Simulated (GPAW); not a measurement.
## How the form of the self-energy moves the gap of NbInO4 (P2/c)

How much does the gap of NbInO4 (P2/c) depend on the approximation to the self-energy?

Main program and level: GPAW 26.7.0; LDA and many-body steps on it, plane waves.

**Experimental background.**

- Gap 4.7 eV: direct gap from Elliott-Toyozawa fit; diffuse reflectance; 300 K; powder (“Accurate Determination of the Band-Gap Energy of the Rare-Earth Niobate Series”, 2024, arxiv:2401.13477).

## 1. The starting structure

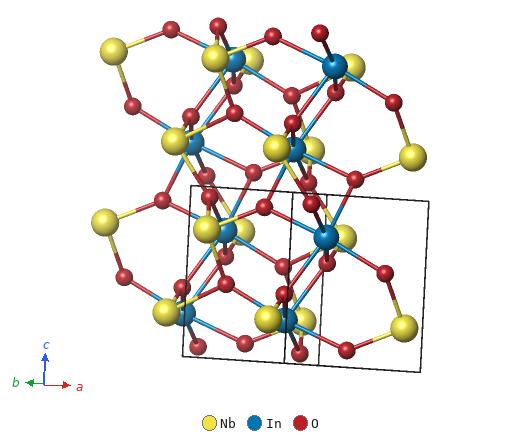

The starting structure, seen slightly off an axis (niobium yellow, indium blue, oxygen red). 1×2×2 cells are drawn. Some periodic images of atoms are drawn too.

Coordinates:

```xyz
12
Lattice="4.8355 0.0000 0.0000 0.0000 5.7709 0.0000 -0.1014 0.0000 5.1430" Properties=species:S:1:pos:R:3 pbc="T T T"
Nb   -0.0254    1.0266    1.2857
Nb   -0.0761    4.7443    3.8572
In    2.3924    3.9386    1.2857
In    2.3417    1.8323    3.8572
O     1.1658    3.5664    4.6338
O     3.5175    3.5664    3.0807
O     3.5682    2.2045    0.5092
O     1.2166    2.2045    2.0623
O     1.0049    5.1823    2.2526
O     3.7799    5.1823    0.3189
O     3.7292    0.5886    2.8904
O     0.9541    0.5886    4.8241
```

The cell and positions come from the Crystallography Open Database and are kept as given unless a step says otherwise.

## 2. Empty states on the mesh, 4×2×4 mesh, 335 bands

This step: GPAW 26.7.0; DFT, LDA, plane waves, PAW.

The sums over transitions need many empty states on a uniform mesh; this step solves for them.

File run.py:

```python
import json
import numpy as np
from gpaw.mpi import world
from gpaw import GPAW

calc = GPAW('gs.gpw').fixed_density(kpts={'size': (4, 2, 4), 'gamma': True},
    nbands=390,
    convergence={'bands': 335},
    txt='nscf.txt')
calc.write('full.gpw', mode='all')
res = {}
kpts = calc.get_ibz_k_points()
res['kpts'] = kpts
res['eigenvalues'] = [calc.get_eigenvalues(kpt=k) for k in range(len(kpts))]
res['n_electrons'] = calc.get_number_of_electrons()

if world.rank == 0:
    with open('result.json', 'w') as f:
        json.dump(res, f, default=lambda x: x.tolist())
```

Run with:

```sh
$ mpirun -n 4 gpaw python run.py
```

Numbers of over 12 decimals in the logs are rounded to 6 here.

What it wrote:

```text
Diagonalizing LCAO Hamiltonian
Converting LCAO to pw mode
convergence criteria:
- Maximum integral of absolute [eigenst]ate change: 4e-08 eV^2 / valence electron
maximum number of iterations: 100

SCF iterations
|iter     |     time |      energy | eigst |  dens |
|iter:   1|  |             | +4.16 |       |
|iter:   2|  |             | +2.98 |       |
|iter:   3|  |             | +1.89 |       |
[...]
|iter:  14|  |             | -6.78 |       |
|iter:  15|  |             | -7.18 |       |
|iter:  16|  |             | -7.60c|       |
SCF steps: 16
  __  _  _
 | _ |_)|_||  |
 |__||  | ||/\| - 26.7.0

Input parameters:
  mode=PW(ecut=600.0),
  convergence={'bands': 335},
  gpts=array([28, 35, 30]),
  kpts=MonkhorstPack(size=(4, 2, 4), gamma=True),
  maxiter=100,
  nbands=390,
  occupations=Occupations(name='fermi-dirac', width=0.001, fixmagmom=False),
  parallel={},
  xc=XC(name='LDA')
# Writing to full.gpw (mode='all')
  [... matrices ...]
```

The job ended after 3.3 min (4 MPI ranks of AMD EPYC 9R45, shared host; peak memory 2.1 GiB).

Numbers from this step:

```yaml
gap: 3.239 eV
k_of_the_valence_top: 0.25, 0, -0.25
k_of_the_conduction_bottom: 0.25, 0, 0.5
least_direct_gap: 3.351 eV
k_points_computed: 20
lowest_point_of_the_top_converged_band_above_the_valence_top: 82.6984 eV
```

On this mesh the gap is 3.239 eV.

## 3. G0W0, Godby-Needs plasmon pole

Now the one-shot GW correction: screening in the RPA, then the self-energy of the levels asked for.

This step: G0W0 on LDA, plane waves, PAW.

File run.py:

```python
import json
import numpy as np
from gpaw.mpi import world
from gpaw.response.g0w0 import G0W0

gw = G0W0('full.gpw',
    filename='gw',
    kpts=[0, 3, 6, 9],
    bands=(48, 52),
    ecut=60,
    nbands=151,
    integrate_gamma='WS',
    ppa=True)
gw.calculate()
res = {mode: {k: v for k, v in r.items() if k != 'sigma_eskwn'}
       for mode, r in gw.all_results.items()}

if world.rank == 0:
    with open('result.json', 'w') as f:
        json.dump(res, f, default=lambda x: x.tolist())
```

Run with:

```sh
$ mpirun -n 4 gpaw python run.py
```

What it wrote:

```text
Using integrator: PointIntegrator
FrequencyGridDescriptor(from 0.000+0.000j to 0.000+27.211j eV, 2 points)
Nonperiodic BCs:  [False False False]
Using integrator: PointIntegrator
FrequencyGridDescriptor(from 0.000+0.000j to 0.000+27.211j eV, 2 points)
Nonperiodic BCs:  [False False False]
  ___  _ _ _
 |   || | | |
 | | || | | |
 |__ ||_____|
 |___|

BZ k-points: Symmetries present (total): 2

  [... matrices ...]
32 k-points: 4 x 2 x 4 Monkhorst-Pack grid + [1/8,1/4,1/8]
20 k-points in the irreducible part of the Brillouin zone
       k-points in crystal coordinates                weights
   0:     0.00000000    0.00000000    0.00000000          1/32
   1:     0.00000000    0.00000000    0.25000000          2/32
   2:     0.00000000    0.00000000    0.50000000          1/32
   3:     0.00000000    0.50000000    0.00000000          1/32
   4:     0.00000000    0.50000000    0.25000000          2/32
   5:     0.00000000    0.50000000    0.50000000          1/32
   6:     0.25000000    0.00000000   -0.25000000          2/32
   7:     0.25000000    0.00000000    0.00000000          2/32
   8:     0.25000000    0.00000000    0.25000000          2/32
   9:     0.25000000    0.00000000    0.50000000          2/32
          ...
  19:     0.50000000    0.50000000    0.50000000          1/32

Distributing spins, k-points and bands (1 x 4 x 4) over 4 processes
Number of blocks: 1

Quasi particle states:
k-points (IBZ indices): [0, 3, 6, 9]
Band range: (48, 52)
  [... matrices ...]
Computational parameters:
Plane wave cut-off: 60 eV
Number of bands: 151
Coulomb cutoff: None
Broadening: 0.1 eV

fxc modes: GW
Kernel: RPA
Using Godby-Needs plasmon-pole approximation:
  Fitting energy: i*E0, E0 = 1.000 Hartree
Summing all q:

Calculating screened Coulomb potential
No Coulomb truncation
FrequencyGridDescriptor(from 0.000+0.000j to 0.000+27.211j eV, 2 points)
Removing empty qpoint cache files...

Calculating chi0 body with:
    Ground state adapter containing:
    Number of spins: 1
    Number of kpoints: 32
    Number of irreducible kpoints: 20
    Number of completely occupied states: 50
    Number of partially occupied states: 50
    Occupied states memory: 22.430419921875 M / cpu

    Linear response parametrization:
    q_c: [0.0, 0.0, 0.0]
    Number of frequency points: 2
    Planewave cutoff: 60.0
    Number of bands: 151
    Number of planewaves: 147
    Broadening (eta): 1e-06
    comm.size: 4
    kncomm.size: 4
    blockcomm.size: 1

    Memory estimate of potentially large arrays:
        chi0_wGG: 0.659454 M / cpu
Integrating chi0 body.

Symmetries of q_c:
    Direct symmetries (Uq -> q): 2
    Indirect symmetries (TUq -> q): 0
In total 2 allowed symmetries.

  [... matrices ...]
20 groups of equivalent kpoints. 37.5% reduction.

Integral kind: response function
Integrating chi0 head and wings.

Symmetries of q_c:
    Direct symmetries (Uq -> q): 2
    Indirect symmetries (TUq -> q): 0
In total 2 allowed symmetries.

  [... matrices ...]
20 groups of equivalent kpoints. 37.5% reduction.

Integral kind: response function wings

Calculating chi0 body with:
    Ground state adapter containing:
    Number of spins: 1
    Number of kpoints: 32
    Number of irreducible kpoints: 20
    Number of completely occupied states: 50
    Number of partially occupied states: 50
    Occupied states memory: 22.430419921875 M / cpu

    Linear response parametrization:
[... the further q-points ...]

Results:
f:      Occupation numbers
eps:     KS-eigenvalues [eV]
vxc:     KS vxc [eV]
exx:     Exact exchange [eV]
sigma:   Self-energies [eV]
dsigma:  Self-energy derivatives
Z:       Renormalization factors
qp:      QP-energies [eV]

k-point 0 (0): (0.000, 0.000, 0.000)                GW
band       f     eps     vxc     exx   sigma  dsigma       Z      qp
                                                                   GW
  48   1.000   4.957 -20.875 -25.784   5.016  -0.292   0.774   5.040
  49   1.000   4.994 -20.841 -25.920   5.126  -0.294   0.773   5.030
  50   0.000   8.619 -19.519 -13.612  -3.360  -0.224   0.817  10.700
  51   0.000   9.060 -19.432 -13.800  -3.268  -0.223   0.818  10.994

k-point 1 (3): (0.000, 0.500, 0.000)                GW
band       f     eps     vxc     exx   sigma  dsigma       Z      qp
                                                                   GW
  48   1.000   4.768 -20.573 -25.540   4.998  -0.293   0.773   4.792
  49   1.000   5.079 -21.656 -26.410   4.908  -0.285   0.778   5.199
[...]
k-point 2 (6): (0.250, 0.000, -0.250)                GW
band       f     eps     vxc     exx   sigma  dsigma       Z      qp
                                                                   GW
[...]
k-point 3 (9): (0.250, 0.000, 0.500)                GW
band       f     eps     vxc     exx   sigma  dsigma       Z      qp
                                                                   GW
[...]
49   1.000   4.954 -20.900 -25.824   5.007  -0.292   0.774   5.018
  50   0.000   8.371 -19.266 -13.288  -3.471  -0.217   0.822  10.430
  51   0.000   9.012 -20.151 -13.928  -3.615  -0.226   0.816  11.139
```

Run time: 2.7 min. Hardware: 4 MPI ranks; peak memory 3.1 GiB.

This step gave:

- G0W0 gap on the mesh: 5.206 eV
- least direct G0W0 gap on the computed points: 5.394 eV
- Z at the valence top: 0.7755
- Z at the conduction bottom: 0.8216
- starting gap on the mesh: 3.239 eV
- k of the valence top: 0.25, 0, -0.25
- k of the conduction bottom: 0.25, 0, 0.5

The gap on the mesh goes from 3.24 eV to 5.21 eV, a correction of +1.97 eV.

## 4. One-shot HSE06

This step: one-shot HSE06 levels on LDA orbitals, plane waves, PAW.

File run.py:

```python
import json
import numpy as np
from gpaw.mpi import world
from gpaw.hybrids.eigenvalues import non_self_consistent_eigenvalues

dft, vxc, vxc_hyb = non_self_consistent_eigenvalues('full.gpw', 'HSE06', 48, 52, kpt_indices=[0, 3, 6, 9])
res = {'dft': dft[0], 'hybrid': (dft - vxc + vxc_hyb)[0]}
if world.rank == 0:
    with open('hybrid.txt', 'w') as f:
        for k, e0, e1 in zip([0, 3, 6, 9], res['dft'], res['hybrid']):
            print(k, ' '.join(f'{x:9.4f}' for x in e0), '|', ' '.join(f'{x:9.4f}' for x in e1), file=f)

if world.rank == 0:
    with open('result.json', 'w') as f:
        json.dump(res, f, default=lambda x: x.tolist())
```

Run with:

```sh
$ mpirun -n 4 gpaw python run.py
```

What it wrote:

```text
IBZ(<points: 20, symmetries: 2>)
Occupied bands: 50
Transforming wave functions from IBZ to BZ: 0.038 seconds
Distributing wave functions and iFFT-ing to real space: 0.327 seconds
Calculating eigenvalues:
  k-points: 4
  Bands: 48-51 (inclusive)
  Seconds: 6.583 (wave-function broadcasting: 0.029 seconds)
HSE06-eigenvalue shifts:
  min: -1.128 eV
  ave: -0.007 eV
  max: 1.167 eV
```

It took 10 s on 4 MPI ranks; peak memory 2.1 GiB.

This step gave:

```yaml
starting_gap_on_the_mesh: 3.239 eV
hybrid_gap_on_the_mesh: 5.377 eV
least_direct_hybrid_gap_on_the_computed_points: 5.557 eV
```

(Part 1 of 2 ends here.)

[Paths, hosts, dates, memory and timing lines, banners, echoed tables and standing remarks are left out of the program output.]

[Logs are printed without paths, hosts, clocks, repeated set-up lines and the standing remarks that a program may print on its own settings, such as how far it seeks lower states.]

[Runs of the session that timed out or met a known fault of the program may be left out.]

[Hosts, paths, dates, database ids (printed as entryN), source tags and the programs' standing remarks are cut or masked in the printed files.]
